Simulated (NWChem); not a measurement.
**ROB97-D/x2c-SVPall (sfX2C) run of C2HO (ethynyloxy radical)**

Aim: the vertical ionisation energy of C2HO (ethynyloxy radical) at ROB97-D/x2c-SVPall (sfX2C), from 2 runs. 

The results are computed with NWChem 7.3.0.

## (1) Starting point

C2HO has 4 atoms, charge 0, and is taken as a doublet. SMILES: `C#C[O]`. The shape is that of a PBE0-D4/def2-TZVP optimisation.

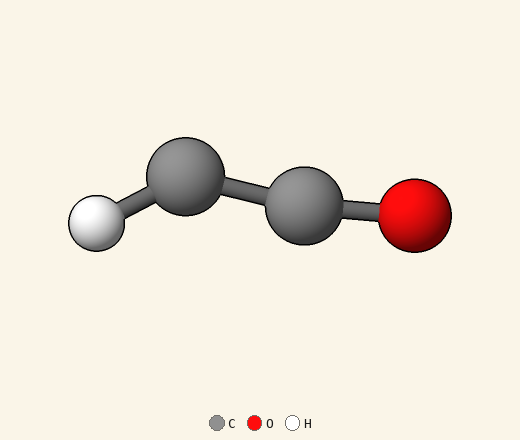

Viewed from a chosen angle; carbon grey, oxygen red, hydrogen white.

## (2) A single-point energy at ROB97-D/x2c-SVPall (sfX2C)

File job.nw:

```
start job
memory 2200 mb

geometry units angstroms noautoz
  C     -0.562500     0.217400    -0.417800
  C      0.342300    -0.396600     0.262400
  O      1.068800    -1.106500     0.836800
  H     -0.793100     1.225500    -0.701600
end

basis spherical bse
  * library x2c-SVPall
end

relativistic
  x2c on
end

dft
  xc becke97-d
  mult 2
  rodft
  cgmin
  grid fine
  convergence energy 1e-05
  direct
  iterations 200
end

task dft energy
```

The run is started by

```sh
$ nwchem job.nw > job.out
```

What it wrote:

```text
[...]
 Group name             Cs
[...]
          Wavefunction type:  restricted open shell.
          No. of atoms     :     4
          No. of electrons :    21
[...]
          Charge           :     0
          Spin multiplicity:     2
[...]
          AO basis - number of functions:    47
[...]
              XC Information
              --------------
                   Becke 97-D Method XC Functional
                  Becke 1997-D Exchange Functional  1.000
                Becke 1997-D Correlation Potential  1.000
[...]
         Total DFT energy =     -151.715392151318
      One electron energy =     -309.414865473497
           Coulomb energy =      124.704604668218
    Exchange-Corr. energy =      -19.609444796448
 Nuclear repulsion energy =       52.604313450410
    Dispersion correction =       -0.000536006216
[...]
```

Run time: 3.3 s. Hardware: 1 thread of Intel Xeon 6975P-C (Granite Rapids), shared host; peak memory 0.21 GiB.

## (3) The singlet cation

File c2ho.nw:

```
start c2ho
title "C2HO"
memory total 2200 mb
charge 1
geometry units angstrom noautosym nocenter noautoz
  C    -0.562500    0.217400   -0.417800
  C     0.342300   -0.396600    0.262400
  O     1.068800   -1.106500    0.836800
  H    -0.793100    1.225500   -0.701600
end
basis spherical bse
  * library x2c-SVPall
end
relativistic
  x2c on
end
dft
  xc becke97-d
  grid fine
  convergence energy 1e-05
  direct
  iterations 150
  print low
end
task dft
```

The run is started by

```sh
$ nwchem c2ho.nw > c2ho.out
```

What it wrote:

```text
[...]
 d= 0,ls=0.0,diis     1   -151.1714225756 -2.04D+02  6.82D-02  1.80D+00     0.3
[...]
 d= 0,ls=0.5,diis    14   -151.3612699060 -1.61D-07  7.45D-06  2.16D-07     2.7
         Total DFT energy =     -151.361269980257
      One electron energy =     -302.554611939757
           Coulomb energy =      117.835373648280
    Exchange-Corr. energy =      -19.245809101375
 Nuclear repulsion energy =       52.604313418813
    Dispersion correction =       -0.000536006218
[...]
```

It took 3.6 s on 1 thread of Intel Xeon 6975P-C (Granite Rapids), shared host; peak memory 0.21 GiB.

## (4) Outcome

Level: ROB97-D/x2c-SVPall (sfX2C).

```
                                          quantity          value
                        doublet C2HO: total energy  -151.71539 Eh
                   doublet C2HO: dispersion energy   -1.41 kJ/mol
                      singlet cation: total energy  -151.36127 Eh
                 singlet cation: dispersion energy   -1.41 kJ/mol
vertical ionisation energy (to the singlet cation)       9.636 eV
```

What this shows: The vertical ionisation energy comes to 9.64 eV (222 kcal/mol). Only the singlet of the ionised species was computed; a triplet could lie lower.
